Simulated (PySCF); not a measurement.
# LiBr (charge −1, doublet): what the fields show

| atom | x (Å) | y (Å) | z (Å) |
| --- | --- | --- | --- |
| Li | 0.0000 | 0.0000 | -2.1444 |
| Br | 0.0000 | 0.0000 | 0.1906 |

Theory: PBE0/aug-pcseg-1, non-relativistic, at a bond length of 2.335 Å in PySCF 2.14.0.

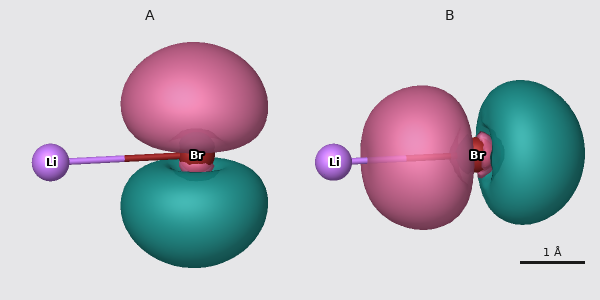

Figure 1. Two frontier β-spin orbitals, each drawn at the value that holds 80 % of its norm (teal and pink are the two phases), in no order; of a degenerate pair one member is drawn.

### Name the orbitals and rank them from lowest to highest energy.

Orbital B: σ, occupied in this spin, −3.81 eV; mainly on Br (90 %).
Orbital A: π, occupied in this spin, −3.21 eV; mainly on Br (95 %).

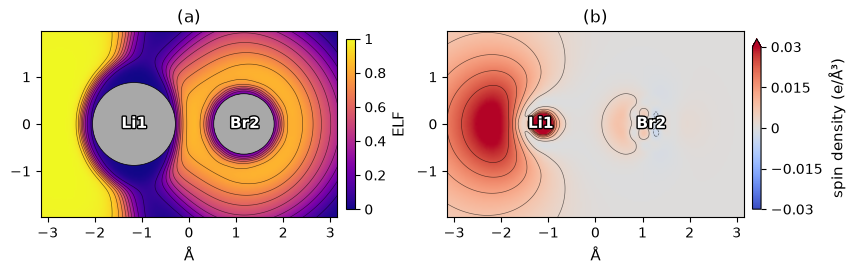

Figure 2. (a) ELF; (b) spin density (α minus β) on a plane that holds the molecular axis. Grey discs cover the atomic cores in the ELF map.

### Describe what can be read from this map.

The plane passes through Li and Br nuclei.
Li–Br (2.33 Å): the ELF peaks at about 0.85 in the valence shell of Br, 1.1 Å from its nucleus, and falls to about 0.05 next to Li (a largely ionic contact).
The unpaired spin (1 electron) lies mostly on Li1 (about 1.0), in electrons by Hirshfeld's partition.
